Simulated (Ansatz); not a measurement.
Input

```
crystal:
  periodic: [false, false, false]
  atoms:
    - {symbol: C, position_ang: [-0.811170, 1.421505, 0.171153]}
    - {symbol: C, position_ang: [0.368209, 0.941186, 0.600757]}
    - {symbol: C, position_ang: [0.593935, -0.397322, 0.138333]}
    - {symbol: C, position_ang: [-0.392074, -0.927054, -0.627735]}
    - {symbol: Se, position_ang: [-1.802096, 0.272385, -0.868115]}
    - {symbol: H, position_ang: [1.067512, 1.488929, 1.219232]}
    - {symbol: H, position_ang: [1.494114, -0.947841, 0.385889]}
    - {symbol: H, position_ang: [-0.426129, -1.908988, -1.075212]}
basis:
  gaussian: {orbitals: def2-TZVPP}
magnetization: {spin_polarized: true, initial_magnetization: 1}
hamiltonian: {xc: pbe0, dispersion: d4}
output: {orbitals: {seedname: orbitals}}
```

Launched as:

```sh
ansatz run in.yaml --threads 4 --pin off --events-out ev --progress --plain --max-ram 10444MiB
```

Geometry: PBE0-D4/def2-TZVP.

Level of theory: UKS PBE0-D4/def2-TZVPP in Ansatz.

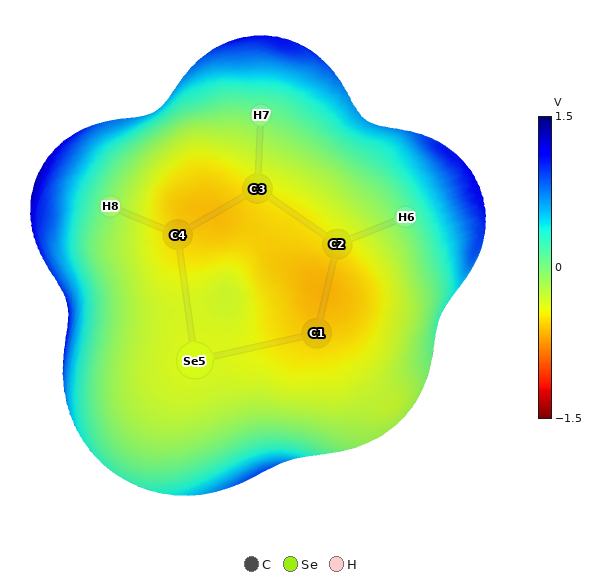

C₄H₃Se (SMILES [c]1ccc[se]1) (doublet). The electrostatic potential painted on the density surface at 0.002 e/bohr³, seen across its widest extent; the colour scale runs from red (negative) to blue (positive).

Where is the surface potential most negative and most positive?

Answer. The most negative region (about −0.6 V) lies over the π face of C1, C2, C3 and C4, the most positive (about +1.3 V) over H8.
